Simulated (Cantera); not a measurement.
A closed system holds: 1 mol trisilylamine, 1.1 mol N₂, at 0.120 bar.

Cantera equilibrium calculation (NASA polynomials, part measured and part estimated; ideal gas, pure solids and liquids). Candidate condensed phases: Si, Si₃N₄; 18 gas species. The feed counts by its element totals alone. Mutual solubility and eutectic melting of coexisting phases are not modelled. The tables' values for SiN are old estimates; treat these amounts as uncertain. Gases not in the tables: Si₂H₆ and higher silanes. Rates play no part.

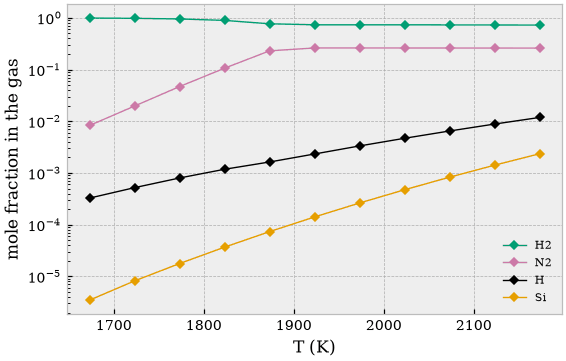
*Equilibrium gas composition (values under 1e-9 drawn at 1e-9)*

Question: Read off the mole fractions at 2173 K.

Answer: H₂ about 0.73, N₂ about 0.26, H about 0.012, Si about 0.0024.
